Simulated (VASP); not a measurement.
Band structure of Os (hcp). All values below come from PBE GGA, VASP's PBE PAW potentials (set 64) (plane waves; VASP).

Unless said otherwise, spin-orbit coupling is left out, though it shifts the bands of the heavy elements here.

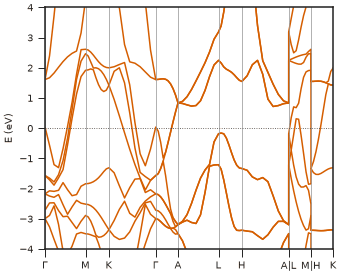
Bands along high-symmetry lines, zero at the valence-band maximum or, without a gap, the Fermi level

**Question.** Read the plot: is there a gap, and where are the band edges?

**Answer.** It has no gap at this level: it comes out as a metal or semimetal. (Edges off the drawn lines would not show.)

The compound is Os in the hcp structure. It was relaxed first.
